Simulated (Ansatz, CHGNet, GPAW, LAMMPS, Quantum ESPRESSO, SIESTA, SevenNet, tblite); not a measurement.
**Quantum ESPRESSO runs on amorphous polyacrylonitrile (as short chains C14N4H18) at 540 K (108 atoms)**

Aim: run amorphous polyacrylonitrile (as short chains C14N4H18) at 540 K (108 atoms) in Quantum ESPRESSO and see how near its forces come to a plane-wave reference, and at what cost.

Calculated with Quantum ESPRESSO 7.5; the method is named at each step.

**1. Set-up**

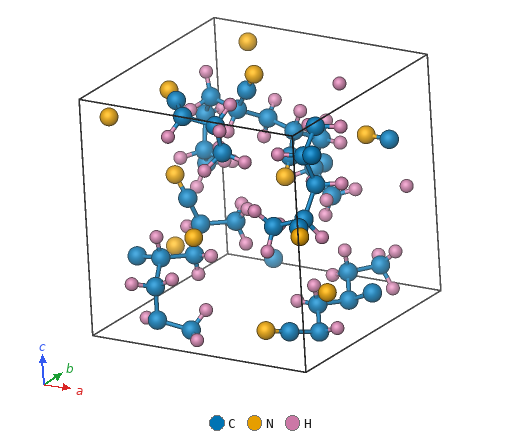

The cell as given, slightly off an axis (carbon blue, nitrogen orange, hydrogen pink). Bonds to atoms that aren't drawn are left out.

The cell holds 108 atoms: 42 C, 12 N and 54 H. Cell: a = 10.877 Å, b = 10.877 Å, c = 10.877 Å, α = 90.0°, β = 90.0°, γ = 90.0°. 3 polyacrylonitrile chains of 4 units with methyl end groups placed at random, at 0.938 g/cm³; overlaps pushed apart, then 20 ps at 800 K with MMFF94 bonds, angles, torsions, charges and radii (Halgren, J. Comput. Chem. 17, 490 (1996)) in harmonic and 12-6 forms. Snapshot after 30 ps at 540 K and fixed volume.

The yardstick, on the same geometry:

| Property | Result |
| --- | --- |
| method | Kohn-Sham DFT, PBE, PAW, plane waves (Ansatz 0.2.0); cutoff 420 eV, Γ point, fermi-dirac smearing of 0.05 eV; PAW set soft_2 |
| r.m.s. force component | 1.085 eV/Å |
| longest force | 4.805 eV/Å |
| pressure | 1.522 GPa |
| gap (highest filled to lowest empty level) | 5.45 eV |
| SCF cycles | 11 |
| time | 13 s on 4 threads of Arm Neoverse V1, shared host |
| CPU time | 49 s |

**2. PBE, sssp-1.3.0-efficiency, 60/480 Ry**

Method: Kohn-Sham DFT, PBE, SSSP efficiency 1.3.0 pseudopotentials, plane waves.

Input file pw.in:

```
&control
  calculation = 'scf'
  pseudo_dir = './pseudo'
  outdir = './tmp'
  disk_io = 'none'
  tprnfor = .true.
  tstress = .true.
/
&system
  ibrav = 0
  nat = 108
  ntyp = 3
  ecutwfc = 60
  ecutrho = 480
  nosym = .true.
  occupations = 'smearing'
  smearing = 'fd'
  degauss = 0.003675
/
&electrons
  conv_thr = 5.4e-07
  electron_maxstep = 100
  mixing_beta = 0.4
  mixing_mode = 'plain'
  diagonalization = 'david'
/
ATOMIC_SPECIES
C 12.011 C.upf
N 14.007 N.upf
H 1.008 H.upf
CELL_PARAMETERS angstrom
10.87734 0.00000 0.00000
0.00000 10.87734 0.00000
0.00000 0.00000 10.87734
ATOMIC_POSITIONS crystal
C 0.47688 0.28299 0.75057
C 0.47484 0.24542 0.87800
C 0.35162 0.20251 0.91225
C 0.26021 0.30208 0.93146
N 0.18111 0.37356 0.93926
C 0.37773 0.13724 0.03497
C 0.26080 0.07599 0.07999
C 0.24671 0.95356 0.03512
N 0.24496 0.86162 0.98355
C 0.25639 0.08223 0.21872
C 0.21324 0.19787 0.29459
C 0.08672 0.22075 0.27476
N 0.97809 0.21953 0.25864
C 0.29414 0.31751 0.27843
C 0.25502 0.43328 0.36228
C 0.22699 0.39431 0.48058
N 0.18319 0.37897 0.57901
C 0.35701 0.53207 0.35588
H 0.41264 0.36144 0.73553
H 0.56626 0.30417 0.71635
H 0.43562 0.20957 0.69305
H 0.50274 0.31921 0.94524
H 0.54228 0.17228 0.89022
H 0.32168 0.13438 0.84510
H 0.41273 0.19873 0.10377
H 0.45071 0.06451 0.02843
H 0.17861 0.12372 0.06093
H 0.19450 0.00644 0.24600
H 0.34398 0.07106 0.26672
H 0.21888 0.16626 0.39401
H 0.28598 0.34949 0.18405
H 0.38564 0.29754 0.29446
H 0.16497 0.47176 0.32526
H 0.33048 0.62141 0.39530
H 0.38832 0.54865 0.25983
H 0.42672 0.51621 0.42377
C 0.07625 0.77303 0.47570
C 0.13095 0.67981 0.57065
C 0.11289 0.72718 0.70380
C 0.97734 0.72723 0.73116
N 0.86816 0.72840 0.73340
C 0.18666 0.66245 0.81082
C 0.32169 0.64266 0.78547
C 0.39890 0.60012 0.89360
N 0.45582 0.57362 0.97862
C 0.39672 0.74462 0.72467
C 0.53222 0.72080 0.70050
C 0.58057 0.61021 0.63841
N 0.60886 0.52295 0.58608
C 0.58700 0.82970 0.63673
C 0.53795 0.84003 0.50283
C 0.50147 0.96530 0.47498
N 0.46045 0.06784 0.46274
C 0.63695 0.80601 0.41219
H 0.05200 0.72860 0.38602
H 0.99004 0.81332 0.50608
[... 48 atom lines left out ...]
H 0.91566 0.29839 0.45564
H 0.69966 0.32391 0.46786
H 0.67501 0.19023 0.56617
H 0.73766 0.17069 0.41153
K_POINTS gamma
```

Started as:

```console
$ OMP_NUM_THREADS=1 mpirun -np 4 pw.x -in pw.in > output.txt
```

The program printed:

```text
Program PWSCF
     gamma-point specific algorithms are used
     one sub-group per band group will be used
     scalapack distributed-memory algorithm (size of sub-group:  2*  2 procs)
     Parallelization info
     sticks:   dense  smooth     PW     G-vecs:    dense   smooth      PW
     Min        4033    2015    505               385571   136271   17058
     Max        4036    2018    508               385584   136278   17064
     Sum       16141    8069   2025              1542323   545105   68243
     bravais-lattice index     =            0
     lattice parameter (alat)  =      20.5552  a.u.
     unit-cell volume          =    8684.8978 (a.u.)^3
     number of atoms/cell      =          108
     number of atomic types    =            3
     number of electrons       =       282.00
     number of Kohn-Sham states=          169
     kinetic-energy cutoff     =      60.0000  Ry
     charge density cutoff     =     480.0000  Ry
     scf convergence threshold =      5.4E-07
     mixing beta               =       0.4000
     number of iterations used =            8  plain     mixing
     Exchange-correlation= PBE
                           (   1   4   3   4   0   0   0)
     crystal axes: (cart. coord. in units of alat)
               a(1) = (   1.000000   0.000000   0.000000 )
               a(2) = (   0.000000   1.000000   0.000000 )
               a(3) = (   0.000000   0.000000   1.000000 )
     reciprocal axes: (cart. coord. in units 2 pi/alat)
               b(1) = (  1.000000  0.000000  0.000000 )
               b(2) = (  0.000000  1.000000  0.000000 )
               b(3) = (  0.000000  0.000000  1.000000 )
     PseudoPot. # 1 for C :
     Pseudo is Projector augmented-wave + core cor, Zval =  4.0
     PseudoPot. # 2 for N :
     Pseudo is Ultrasoft + core correction, Zval =  5.0
     PseudoPot. # 3 for H :
     Pseudo is Ultrasoft, Zval =  1.0
     atomic species   valence    mass     pseudopotential
     C                 4.00    12.01100     C ( 1.00)
     N                 5.00    14.00700     N ( 1.00)
     H                 1.00     1.00800     H ( 1.00)
     No symmetry found
   Cartesian axes
     number of k points=     1  Fermi-Dirac smearing, width (Ry)=  0.0037
                       cart. coord. in units 2pi/alat
        k(    1) = (   0.0000000   0.0000000   0.0000000), wk =   2.0000000
     Dense  grid:   771162 G-vectors     FFT dimensions: ( 144, 144, 144)
     Smooth grid:   272553 G-vectors     FFT dimensions: ( 108, 108, 108)
     Check: negative core charge=   -0.000002
     Initial potential from superposition of free atoms
     starting charge     281.9977, renormalised to     282.0000
     Starting wfcs are  270 randomized atomic wfcs
     Self-consistent Calculation
     iteration #  1     ecut=    60.00 Ry     beta= 0.40
     total energy              =   -1078.87154051 Ry
     estimated scf accuracy    <      11.27477963 Ry
     iteration #  2     ecut=    60.00 Ry     beta= 0.40
     total energy              =   -1079.31369596 Ry
     estimated scf accuracy    <       1.78082392 Ry
     iteration #  3     ecut=    60.00 Ry     beta= 0.40
     total energy              =   -1079.47489070 Ry
     estimated scf accuracy    <       0.53645313 Ry
     iteration #  4     ecut=    60.00 Ry     beta= 0.40
     total energy              =   -1079.51048508 Ry
     estimated scf accuracy    <       0.11009682 Ry
     iteration #  5     ecut=    60.00 Ry     beta= 0.40
     total energy              =   -1079.52185250 Ry
     estimated scf accuracy    <       0.00896998 Ry
     iteration #  6     ecut=    60.00 Ry     beta= 0.40
     total energy              =   -1079.52304718 Ry
     estimated scf accuracy    <       0.00196642 Ry
     iteration #  7     ecut=    60.00 Ry     beta= 0.40
     total energy              =   -1079.52332191 Ry
     estimated scf accuracy    <       0.00029774 Ry
     iteration #  8     ecut=    60.00 Ry     beta= 0.40
     total energy              =   -1079.52336091 Ry
     estimated scf accuracy    <       0.00005964 Ry
     iteration #  9     ecut=    60.00 Ry     beta= 0.40
     total energy              =   -1079.52337009 Ry
     estimated scf accuracy    <       0.00000946 Ry
     iteration # 10     ecut=    60.00 Ry     beta= 0.40
     total energy              =   -1079.52337190 Ry
     estimated scf accuracy    <       0.00000398 Ry
     iteration # 11     ecut=    60.00 Ry     beta= 0.40
     total energy              =   -1079.52337193 Ry
     estimated scf accuracy    <       0.00000104 Ry
     iteration # 12     ecut=    60.00 Ry     beta= 0.40
     End of self-consistent calculation
          k = 0.0000 0.0000 0.0000 ( 34122 PWs)   bands (ev):
   -18.6859 -18.3073 -18.2636 -18.2319 -18.0169 -17.9315 -17.8971 -17.8600
   -17.7854 -17.7106 -17.6720 -17.5057 -17.2268 -16.8686 -16.7813 -16.4769
   -16.2632 -16.0570 -15.7965 -15.7807 -15.5135 -15.0383 -14.9081 -14.8127
   -13.6019 -13.5018 -13.2679 -12.6937 -12.5879 -12.3666 -12.3429 -11.8534
   -11.5300 -11.4987 -11.4131 -11.3636 -10.9944 -10.9299 -10.8096 -10.3999
   -10.3897 -10.3564  -9.4296  -9.0483  -8.8261  -8.7755  -8.7329  -8.4770
    -8.3065  -8.2038  -8.0299  -7.9076  -7.6937  -7.5743  -7.4995  -7.4677
    -7.3032  -7.1693  -7.0408  -6.9137  -6.7738  -6.7354  -6.6439  -6.5551
    -6.4477  -6.3832  -6.2818  -6.1315  -6.0307  -5.9638  -5.8992  -5.7473
    -5.7133  -5.5919  -5.5720  -5.4990  -5.4651  -5.4183  -5.3729  -5.2780
    -5.2193  -5.0945  -5.0222  -4.9409  -4.9028  -4.8647  -4.6833  -4.6577
    -4.5876  -4.5334  -4.4911  -4.4343  -4.3954  -4.3863  -4.3374  -4.2943
[...]
-3.1579  -3.0789  -3.0352  -2.9917  -2.9468  -2.9025  -2.8198  -2.7655
    -2.7220  -2.6053  -2.5903  -2.5233  -2.4471   3.0042   3.3630   3.4263
     3.5022   3.5558   3.6102   3.6488   3.7232   3.8370   3.8934   3.9242
     3.9501   4.0007   4.0385   4.0634   4.1249   4.1619   4.1645   4.2825
     4.3227   4.3391   4.5555   4.5956   4.6807   4.7287   4.7763   4.8457
     4.9782
     the Fermi energy is    -0.6878 ev
!    total energy              =   -1079.52337213 Ry
     estimated scf accuracy    <       0.00000017 Ry
     smearing contrib. (-TS)   =      -0.00000000 Ry
     internal energy E=F+TS    =   -1079.52337213 Ry
     The total energy is F=E-TS. E is the sum of the following terms:
     one-electron contribution =    -897.35652804 Ry
     hartree contribution      =     531.52230103 Ry
     xc contribution           =    -296.62192367 Ry
     ewald contribution        =    -158.01594683 Ry
     one-center paw contrib.   =    -259.05127463 Ry
     convergence has been achieved in  12 iterations
     Forces acting on atoms (cartesian axes, Ry/au):
     atom    1 type  1   force =    -0.05561449    0.03517107   -0.08044517
     atom    2 type  1   force =     0.06281906    0.04831854    0.03558271
     atom    3 type  1   force =     0.00293622   -0.01718735    0.07750962
     atom    4 type  1   force =     0.00898323   -0.03149068   -0.03084304
     atom    5 type  2   force =     0.00928072    0.00824367    0.01031886
     atom    6 type  1   force =    -0.03073153   -0.05336133   -0.02508572
     atom    7 type  1   force =     0.02859005    0.02375729    0.08081875
     atom    8 type  1   force =     0.00997371    0.04403151    0.00442947
     atom    9 type  2   force =    -0.00101620   -0.06561256   -0.02371217
     atom   10 type  1   force =    -0.00774608   -0.02929087    0.09251980
     atom   11 type  1   force =     0.04744568    0.01559170    0.01392006
     atom   12 type  1   force =    -0.17552693   -0.00810207   -0.03007358
[...]
atom  104 type  3   force =    -0.01148162   -0.01696211    0.02119463
     atom  105 type  3   force =    -0.02753321   -0.00663861    0.04649704
     atom  106 type  3   force =    -0.03386808   -0.00390983   -0.00511667
     atom  107 type  3   force =    -0.00062488    0.00661305   -0.00591942
     atom  108 type  3   force =    -0.01316499    0.02650217    0.03144362
     Total force =     0.762678     Total SCF correction =     0.000576
     Computing stress (Cartesian axis) and pressure
          total   stress  (Ry/bohr**3)                   (kbar)     P=       15.39
   0.00010341  -0.00002455  -0.00002866           15.21       -3.61       -4.22
  -0.00002455   0.00010674  -0.00001396           -3.61       15.70       -2.05
  -0.00002866  -0.00001396   0.00010374           -4.22       -2.05       15.26
     Message from routine punch:
     Nothing written, as per user request (disk_io='none')
```

It took 89 s on 4 MPI ranks of Arm Neoverse V1, shared host; peak memory 2.8 GiB.

Banners, paths, timers and routine set-up lines are dropped from the logs unmarked, and long logs keep their key lines alone; longer cuts are marked.

Compared with the plane-wave run:

```yaml
r_m_s_force_component: 1.089 eV/Å
r_m_s_difference_of_force_components: 35.65 meV/Å
longest_difference_of_force_vectors: 222.5 meV/Å
force_difference_over_r_m_s_force: 3.285 %
slope_of_forces_against_the_reference_s: 1.003
correlation_of_force_components: 0.9995
spacing_of_highest_filled_and_lowest_empty_level: 5.451 eV
gap_difference: 0.0017 eV
pressure: 1.539 GPa
pressure_difference: 0.0167 GPa
```

Length of the force difference by element (eV/Å):

```tsv
element	atoms	mean	most
C	42	0.043	0.22
H	54	0.013	0.018
N	12	0.12	0.22
```

Levels nearest the highest filled one (eV from it): -0.63, -0.59, -0.54, -0.50, -0.46, -0.37, -0.32, -0.27, -0.16, -0.14, -0.08, 0.00, 5.45, 5.81, 5.87, 5.95, 6.00, 6.06, 6.10, 6.17, 6.28, 6.34, 6.37, 6.40.

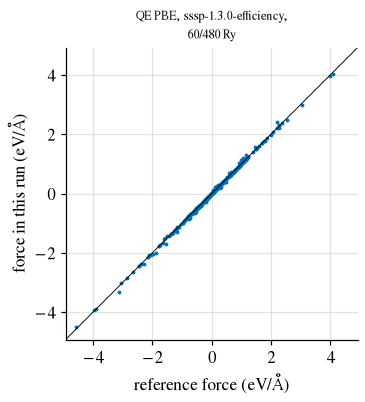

Force components against those of the reference; the line marks equality.

Local excerpt of 9 atoms (numbers count through the whole input) about N45, one of the 12 N atoms; x, y, z are measured from there.

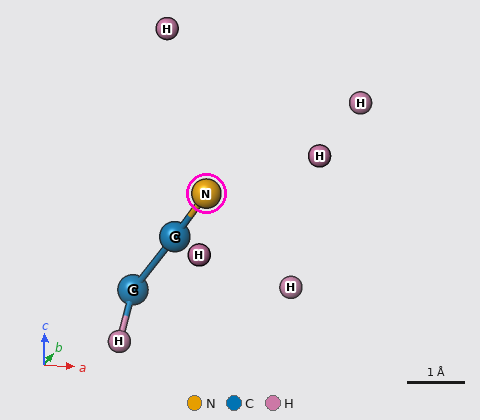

The atoms of the table, within 3.2 Å (arrows a, b, c point along x, y, z); some may hide others; the central atom is ringed.

```tsv
atom	x	y	z	distance (Å)	bonds	Fx	Fy	Fz (eV/Å)
N45	0.00	0.00	0.00	0.00	1	1.03	-0.41	1.21
C44	-0.62	0.29	-0.92	1.15	2	-2.37	0.56	-1.99
C43	-1.46	0.75	-2.10	2.67	4	1.77	-0.02	0.43
H97	2.29	-1.10	1.18	2.80	1	-0.93	0.39	-1.11
H22	0.51	-2.77	-0.36	2.84	1	-0.04	-0.38	-0.66
H66	1.24	1.56	-2.03	2.85	1	0.84	-0.07	0.86
H35	-0.73	-0.27	3.06	3.16	1	0.06	-0.27	0.64
H63	-1.51	-0.02	-2.86	3.23	1	0.64	-0.99	-0.14
H95	2.42	1.56	1.47	3.24	1	-0.44	-0.41	0.04
```

Forces lie 3.3 % from the reference's, at 7.3 times its CPU time.

The difference per atom is largest on N (0.12 eV/Å on average, against 0.043 on C).

**3. PBE, sssp-1.3.0-efficiency, 30/240 Ry**

Method: Kohn-Sham DFT, PBE, SSSP efficiency 1.3.0 pseudopotentials, plane waves.

pw.in: that of step 2 with these lines changed.

```diff
@@ -12,4 +12,4 @@
   ntyp = 3
-  ecutwfc = 60
-  ecutrho = 480
+  ecutwfc = 30
+  ecutrho = 240
   nosym = .true.
```

Started as:

```console
$ OMP_NUM_THREADS=1 mpirun -np 2 pw.x -in pw.in > output.txt
```

The program printed:

```text
[banner, memory and clock lines left out]
Program PWSCF
     gamma-point specific algorithms are used
[... lines left out ...]
     total energy              =   -1078.74497725 Ry
[... lines left out ...]
     total energy              =   -1078.83587273 Ry
[... lines left out ...]
     total energy              =   -1078.88986870 Ry
[... lines left out ...]
     total energy              =   -1078.88987081 Ry
[... lines left out ...]
     the Fermi energy is    -0.7031 ev
!    total energy              =   -1078.88987151 Ry
[... lines left out ...]
     The total energy is F=E-TS. E is the sum of the following terms:
[... lines left out ...]
     convergence has been achieved in  11 iterations
     Forces acting on atoms (cartesian axes, Ry/au):
     atom    1 type  1   force =    -0.05667549    0.03352832   -0.07437510
     atom    2 type  1   force =     0.05791341    0.04945655    0.03129303
     atom    3 type  1   force =     0.00609268   -0.01365301    0.08036707
[...]
atom  107 type  3   force =    -0.00287722    0.00480564   -0.00297707
     atom  108 type  3   force =    -0.01302443    0.02483419    0.02906785
     Total force =     0.774998     Total SCF correction =     0.000704
     Computing stress (Cartesian axis) and pressure
          total   stress  (Ry/bohr**3)                   (kbar)     P=      -26.64
  -0.00017410  -0.00003582  -0.00002050          -25.61       -5.27       -3.02
  -0.00003582  -0.00017766  -0.00001232           -5.27      -26.13       -1.81
  -0.00002050  -0.00001232  -0.00019142           -3.02       -1.81      -28.16
     Message from routine punch:
     Nothing written, as per user request (disk_io='none')
```

Run time: 56 s. Hardware: 2 MPI ranks; peak memory 1.1 GiB.

Numbers from this run, and their distance from the reference:

* r.m.s. force component: 1.107 eV/Å
* r.m.s. difference of force components: 229.5 meV/Å
* longest difference of force vectors: 1086 meV/Å
* force difference over r.m.s. force: 21.15 %
* slope of forces against the reference's: 0.9979
* correlation of force components: 0.9783
* gap (highest filled to lowest empty level): 5.433 eV
* gap difference: -0.0166 eV
* pressure: -2.663 GPa
* pressure difference: -4.186 GPa
* energy less the same-level run's: 79.81 meV/atom
* r.m.s. force difference from the same-level run: 196.6 meV/Å

This is a coarse setting, run to see what it loses.

Against the first run (3.3 %), the force difference from the reference is 21 %, at 0.32 times the CPU time (on 2 against 4 cores): the cutoff matters here.

The difference per atom is largest on N (0.80 eV/Å on average, against 0.31 on C).

**4. Side by side**

Differences are against the plane-wave reference, forces as r.m.s. over components; share is that over the reference's r.m.s. force, slope the least-squares factor from reference forces to these. Total energies of different programs have different zeros and aren't compared.

```tsv
run	Δ force, r.m.s. (meV/Å)	share (%)	slope	Δ pressure (GPa)	Δ gap (eV)	cores	CPU time	memory (GiB)
reference	-	-	-	-	-	4	49 s	1.2
QE PBE, sssp-1.3.0-efficiency, 60/480 Ry	35.7	3.29	1.003	0.0167	0.0017	4	5.9 min	2.8
QE PBE, sssp-1.3.0-efficiency, 30/240 Ry (coarse)	230	21.2	0.998	-4.19	-0.0166	2	1.9 min	1.1
```

Rows marked coarse were listed beforehand as settings not expected to be converged; some can still land near the reference.

CPU time is summed over cores on a shared host, where runs went side by side, so it is rough. Symmetry, cutoffs, thresholds, outputs and thread counts weren't matched or tuned between programs; memory under MPI is the largest rank's times the ranks.

Within one program, basis, potentials and functional, energies share a zero. Each run against its twin at the usual cutoff or grid and solver:

```tsv
run	twin	Δ energy (meV/atom)	Δ force, r.m.s. (meV/Å)	CPU time over the twin's
QE PBE, sssp-1.3.0-efficiency, 30/240 Ry	sssp-1.3.0-efficiency, 60/480 Ry	79.8	197	0.32 (this twin ran on 4 cores)
```

**5. Outcome**

```
nearest in forces : QE PBE, sssp-1.3.0-efficiency, 60/480 Ry, 3.3 %
its CPU time      : 5.9 min
```

**Reading.** PBE on plane waves or a grid with other potentials, cutoffs or grids, coarse settings apart, differs from the reference by 3.3 % (QE PBE, sssp-1.3.0-efficiency, 60/480 Ry) of the r.m.s. force; this holds the reference's own error, so differences of a few per cent don't tell which side is nearer the exact PBE result (QE's 60 Ry are 816 eV, against the reference's 420 eV). Runs with settings chosen to be coarse differ by 21 % (QE PBE, sssp-1.3.0-efficiency, 30/240 Ry), their programs' other errors included. None of the electronic-structure runs in the table takes under half the reference's CPU time of 49 s; they take 2.3 to 7.3 times as much. At the same functional, gaps differ from the reference's 5.45 eV by between -0.02 and +0.00 eV. In pressure, QE PBE, sssp-1.3.0-efficiency, 30/240 Ry misses by -4.2 GPa, at the same functional; a cutoff this low leaves a large Pulay stress. The network of contacts between molecules at the start is that of the classical potential that made the cell, and needn't be the one that DFT or experiment would give. The reference's PBE has no dispersion term, which matters for the binding between molecules or layers. The density was typed from a rule of thumb and may lie off the real one at this temperature. The electronic-structure runs sample only Γ, in a cell whose shortest periodic width is 11 Å.

[Also dropped from logs without a mark: logging warnings of Python, and SIESTA's first energy breakdown and zero terms.]

[Logs are printed without paths, hosts, clocks, repeated set-up lines and the standing remarks that a program may print on its own settings, such as how far it seeks lower states.]

[Hosts, paths, dates, database ids (printed as entryN), source tags and the programs' standing remarks are cut or masked in the printed files.]

[The MMFF94 radii named for the starting cell were scaled by 0.96; in molecules described by MMFF94, hydrogen bound to N, O or S took a small fixed 12-6 site in their place.]
